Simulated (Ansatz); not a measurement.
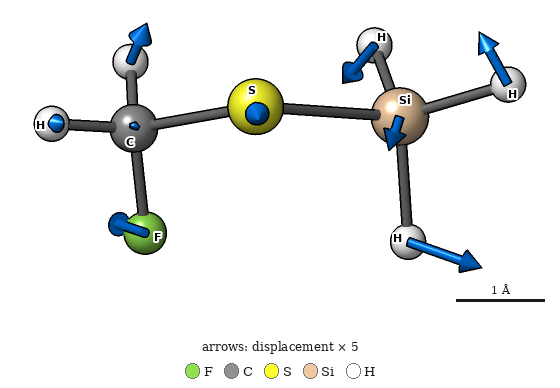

A relaxation of CH5FSSi (coarse preliminary run). The starting structure is drawn; blue arrows show the displacements, 5 times their true length. The two geometries are superimposed by the best rigid fit.

The picture is a ball-and-stick view, seen at a tilt.

The start comes from a force field.

Theory: Ansatz 0.2.0, RKS PBE-D4/def2-SVP. Settings: force threshold 0.03 eV/Å; at most 200 steps.

What happened in the run?

Answer. The largest move after the best rigid fit is that of an H atom, 0.19 Å. Largest moves by element: H 0.19 Å, F 0.18 Å, S 0.10 Å, Si 0.09 Å, C 0.02 Å. Some distances before and after: H–Si 1.436 → 1.506 Å, C–S 1.773 → 1.833 Å, C–F 1.324 → 1.376 Å, S–Si 2.119 → 2.167 Å. Among the angles between lasting bonds that change: S–Si–H 106.9° → 113.2°, S–Si–H 111.5° → 105.4°, F–C–S 107.1° → 112.9°. Over 7 geometry steps the energy falls by 7.52 kcal/mol. The largest force component goes from 2.6 to 0.028 eV/Å. Cost: 15 s on 2 threads of Arm Neoverse V1 (shared host).
